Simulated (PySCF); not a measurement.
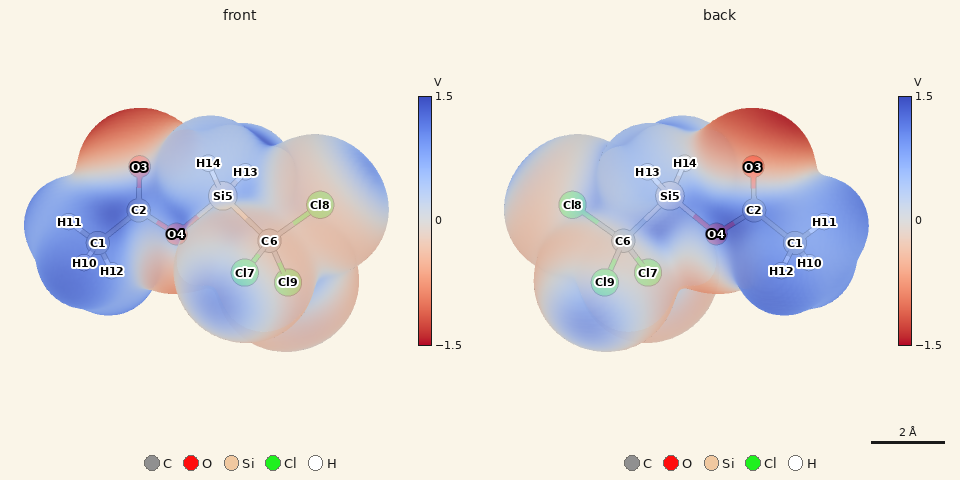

Figure 1: C₃H₅Cl₃O₂Si. The electrostatic potential painted on the density surface at 0.002 e/bohr³, seen from the front and from behind; the colour scale runs from red (negative) to blue (positive).

Geometry: PBE0-D3(BJ)/def2-SVP.

These are results of PySCF 2.14.0, CAM-B3LYP/def2-SVPD, SCF density, gas phase, not measurements.

```xyz
14

C    -2.6933   -0.2982   -0.0409
C    -1.4327    0.5019   -0.0346
O    -1.3570    1.7077   -0.0615
O    -0.3209   -0.2440    0.0054
Si    1.1129    0.6935    0.0077
C     2.4628   -0.6580    0.0517
Cl    2.3087   -1.6387    1.5243
Cl    4.0260    0.2092    0.0583
Cl    2.3494   -1.6900   -1.3895
H    -2.7453   -0.9044    0.8752
H    -3.5598    0.3689   -0.1037
H    -2.6818   -0.9960   -0.8904
H     1.2805    1.4437   -1.2569
H     1.2446    1.4915    1.2474
```

**Where is the surface potential most negative and most positive?**

The most negative region (about −1.4 V) lies over O3, the most positive (about +1.3 V) over C2 and Si5. Cl7 shows a σ-hole: about +0.9 V at the tip opposite its bond, against about −0.3 V on its flanks. Cl8 shows a σ-hole: about +0.9 V at the tip opposite its bond, against about −0.2 V on its flanks. Cl9 shows a σ-hole: about +0.9 V at the tip opposite its bond, against about −0.3 V on its flanks. O3 is the likeliest acceptor of a hydrogen bond.

**What dipole moment does the calculation give?**

Its dipole moment is 1.88 D.
